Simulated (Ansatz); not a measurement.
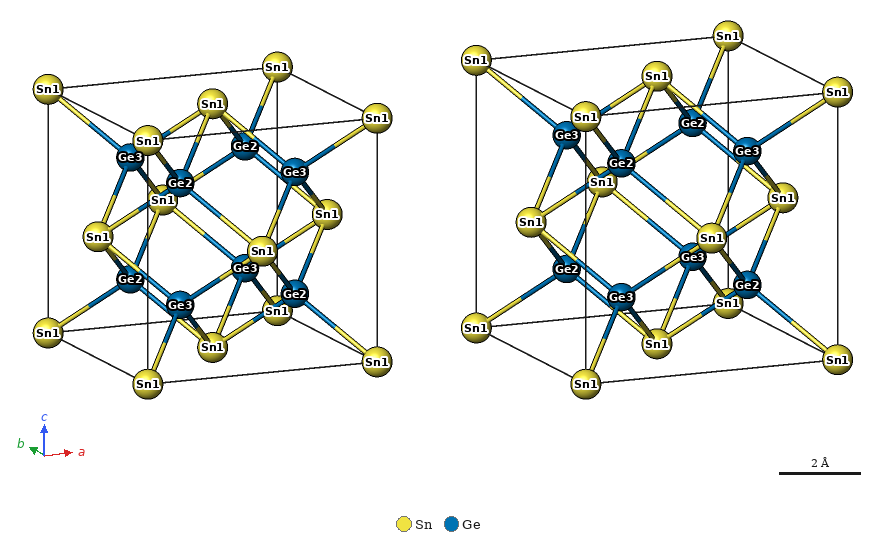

Two geometries of crystalline SnGe$_{2}$ (a generated structure, set up in Fm-3m) (coarse preliminary run), drawn at one scale. One is the start of a relaxation, the other its converged end. Style: ball-and-stick. Shown: the conventional cell (4 times the calculation's cell), slightly off an axis. Lengths and directions refer to the drawn axes.

Theory: Ansatz, DFT PBE, scalar-relativistic, plane waves, PAW. Settings: plane-wave cutoff 420 eV; k-point mesh 6 × 6 × 6; occupations gaussian; smearing width 0.1 eV; no spin polarisation; cell and atoms relaxed; force threshold 0.05 eV/Å; at most 80 steps.

Which geometry has the lower energy?

The right one is the relaxed one. Over 4 accepted moves (6 points after the start) the energy falls by 401 meV per atom. All forces vanish by symmetry, so only the cell relaxes. Pressure: 25.66 GPa at the start and 0.11 GPa at the end. The SCF was repeated twice at an unchanged geometry on a basis and grid sized afresh for the cell, which shifted the energy by 5.5 meV per atom at most. The atoms keep their places relative to the cell (all moves are under 0.005 Å). The volume changes by +32.5 %, with a = b = c 6.181 → 6.788 Å (+9.8 %). Near-neighbour distances that change, for instance: Sn1–Ge2 2.677 → 2.939 Å. The space group stays Fm-3m (No. 225).
